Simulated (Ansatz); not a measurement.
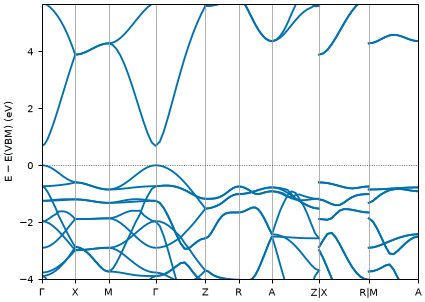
Figure: Band structure from DFT-PBE in the program Ansatz with PAW potentials

Q: Read off the gap and where the band edges lie.

A: About 0.7 eV (0.68 eV by a search for the band edges); maximum at Γ, minimum at Γ.

The material is SnO₂ (rutile, P4_2/mnm).

Symmetry was held in the PBE relaxation. Spin–orbit coupling is left out wherever it is not named.

Potentials: the later of the program's two PAW sets.
